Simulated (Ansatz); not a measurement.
# GeNH3Cl (SMILES [NH2][GeH][Cl]) at UPBE0/cc-pVDZ

What is the vertical doublet–quartet gap of GeNH3Cl at UPBE0/cc-pVDZ? 

Program for the calculation: Ansatz 0.2.0.

72 further runs of the same task are left out: 72 set aside as unsound or not needed.

### Step 1. Starting point

GeNH3Cl has 6 atoms, charge 0, and is taken as a doublet. As SMILES, `[NH2][GeH][Cl]`. The shape is that of a PBE0-D4/def2-TZVP optimisation. This is one conformer, not always the lowest.

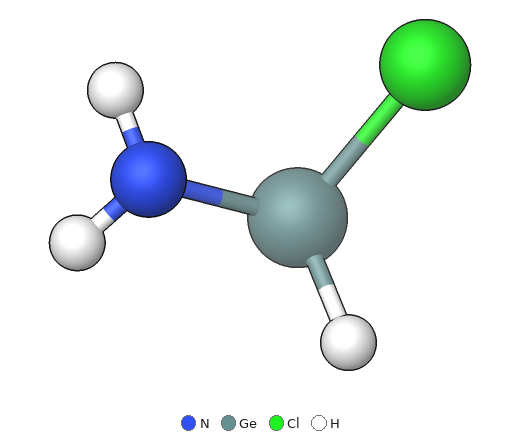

Viewed from a chosen angle; nitrogen blue, germanium teal, chlorine green, hydrogen white.

### Step 2. A single-point energy at UPBE0/cc-pVDZ

in.yaml reads:

```yaml
crystal:
  periodic: [false, false, false]
  atoms:
    - {symbol: "N", position_ang: [-0.446300, 0.317900, -0.788300]}
    - {symbol: Ge, position_ang: [0.075400, -0.151000, 0.908100]}
    - {symbol: Cl, position_ang: [1.243000, -1.956900, 0.623300]}
    - {symbol: H, position_ang: [-0.984500, 1.171200, -0.861400]}
    - {symbol: H, position_ang: [-0.888700, -0.414300, -1.327200]}
    - {symbol: H, position_ang: [1.043200, 0.969100, 1.399300]}
basis:
  gaussian: {orbitals: cc-pVDZ}
total_charge: 0
magnetization: {spin_polarized: true, initial_magnetization: 1}
accuracy: high
output: {orbitals: {seedname: orbitals}}
hamiltonian: {xc: {name: PBE0}}
```

Command:

```
$ ansatz run in.yaml --threads 1 --pin off --max-ram 3480MiB --events-out events.jsonl --progress --plain --runs-dir runs
```

The program printed:

```text
Warning: RAYON_NUM_THREADS=1 ignored (pool sized by the plan → 1); use --threads N
Functional definition: PBE0
  name "PBE0"
  parameter a = 0.25
  parameter kappa = 0.804
  parameter beta = 0.06672455060314922
  exchange = (1 - a)*pbe_x(kappa = kappa, mu = beta*pi^2/3) + a*exact_x
  correlation = pbe_c(beta = beta)
1672 factors; integrals over basis functions are off by at most 4.7e-9 eV
mean field evaluation 1: about -70561.2558 eV, gradient 3.5e1 eV
mean field evaluation 2: about -70544.7315 eV, gradient 6.4e1 eV
mean field evaluation 4: about -70566.4260 eV, gradient 2.6e0 eV
mean field evaluation 8: about -70566.5785 eV, gradient 2.3e-1 eV
mean field evaluation 16: about -70566.5789 eV, gradient 2.5e-4 eV
mean field -70566.57894858 eV, -2593.2739446150 hartree, gradient 4.0e-8 eV, S^2 0.753806; 0 other end points of the search recorded, 0 dependent functions left out
reference -70566.57895079 eV, -2593.2739446963 hartree; 30, 29 occupied and 44, 45 virtual orbitals, 1672 factors
Total energy: -70566.57895079 eV, -2593.2739446963 hartree
```

It took 17 s on 1 thread of Arm Neoverse V1, shared host; peak memory 0.36 GiB.

### Step 3. The quartet, same level

input.yaml reads:

```yaml
crystal:
  periodic: [false, false, false]
  atoms:
    - {symbol: N, position_ang: [-0.446300, 0.317900, -0.788300]}
    - {symbol: Ge, position_ang: [0.075400, -0.151000, 0.908100]}
    - {symbol: Cl, position_ang: [1.243000, -1.956900, 0.623300]}
    - {symbol: H, position_ang: [-0.984500, 1.171200, -0.861400]}
    - {symbol: H, position_ang: [-0.888700, -0.414300, -1.327200]}
    - {symbol: H, position_ang: [1.043200, 0.969100, 1.399300]}
basis:
  gaussian:
    orbitals: cc-pVDZ
total_charge: 0
magnetization:
  spin_polarized: true
  initial_magnetization: 3
hamiltonian:
  xc: {name: PBE0}
accuracy: high
output: {orbitals: {seedname: orbitals}}
```

Command:

```
$ ansatz run input.yaml --threads 1 --pin off --max-ram 3480MiB --events-out events.jsonl --progress --plain --runs-dir runs
```

The program printed:

```text
Warning: RAYON_NUM_THREADS=1 ignored (pool sized by the plan → 1); use --threads N
Functional definition: PBE0
  name "PBE0"
  parameter a = 0.25
  parameter kappa = 0.804
  parameter beta = 0.06672455060314922
  exchange = (1 - a)*pbe_x(kappa = kappa, mu = beta*pi^2/3) + a*exact_x
  correlation = pbe_c(beta = beta)
1672 factors; integrals over basis functions are off by at most 4.7e-9 eV
mean field evaluation 1: about -70551.3371 eV, gradient 3.9e1 eV
mean field evaluation 2: about -70518.3802 eV, gradient 8.3e1 eV
mean field evaluation 4: about -70559.3911 eV, gradient 8.1e0 eV
mean field evaluation 8: about -70559.9512 eV, gradient 1.0e0 eV
mean field evaluation 16: about -70560.0009 eV, gradient 1.4e-1 eV
mean field evaluation 32: about -70560.0178 eV, gradient 1.5e-4 eV
mean field evaluation 64: about -70559.7706 eV, gradient 3.0e-1 eV
mean field -70560.01775034 eV, -2593.0328250270 hartree, gradient 2.0e-8 eV, S^2 3.755540; 7 other end points of the search recorded, 0 dependent functions left out
reference -70560.01775278 eV, -2593.0328251168 hartree; 31, 28 occupied and 43, 46 virtual orbitals, 1672 factors
Total energy: -70560.01775278 eV, -2593.0328251168 hartree
```

Run time: 39 s. Hardware: 1 thread of Arm Neoverse V1, shared host; peak memory 0.39 GiB.

### Step 4. Summary of results

Level: UPBE0/cc-pVDZ.

```
                                        quantity           value
                           doublet: total energy  -2593.27394 Eh
     doublet: HOMO energy (highest over α and β)        -5.95 eV
      doublet: LUMO energy (lowest over α and β)        -2.80 eV
                                   doublet: ⟨S²⟩           0.754
                           quartet: total energy  -2593.03283 Eh
     quartet: HOMO energy (highest over α and β)        -1.83 eV
                                   quartet: ⟨S²⟩           3.756
vertical energy of the quartet above the doublet        6.561 eV
```

**Reading.** At this shape the quartet lies 6.56 eV (633 kJ/mol) above the doublet.
